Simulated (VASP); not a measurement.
Band structure of PtTe2 (space group P-3m1). Level of theory: PBE GGA, VASP's PBE PAW potentials (set 64) (plane waves; VASP).

Unless said otherwise, spin-orbit coupling is left out, though it shifts the bands of the heavy elements here.

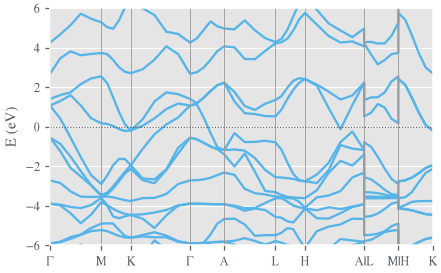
Figure. Bands along high-symmetry lines, zero at the valence-band maximum or, without a gap, the Fermi level

Question: Read the plot: is there a gap, and where are the band edges?

Answer: It has no gap at this level: it comes out as a metal or semimetal.

The structure is a typed PtTe2 crystal (P-3m1). The cell was not relaxed at this level.
